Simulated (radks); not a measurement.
Ag⁺ (Z = 47, 46 electrons); electrons: [Kr] 4d10. Level of theory: Dirac Kohn-Sham, PBE, spin-unpolarised, spherical densities, finite nucleus. Computed with the in-house radial solver radks.

```
Z 47
configuration [Kr] 4d10 5s0 5p0
relativity Dirac
functional pbe,pbe
spin unpolarised
j_filling average
nucleus finite rms 4.5454 fm
c 137.035999084
```

Launched within a batch that task.json describes:
```bash
python run_ks.py task.json out
```

Wanted: the number of electrons inside radius r (solid) and the radial density 4πr²ρ (dashed).

The count levels off at 46 electrons. Half of them lie within 0.402 bohr, 90 % within 1.45 bohr and 99 % within 2.68 bohr. The radial density has minima at 0.0434, 0.188 and 0.648 bohr, where the count stands at 2.0, 11.1 and 29.0; these part the shells that the density resolves.

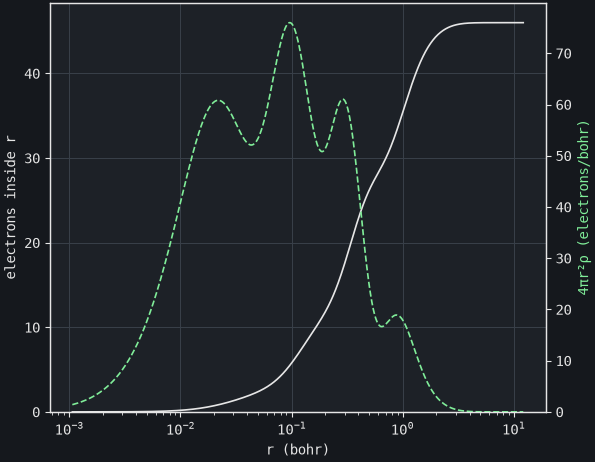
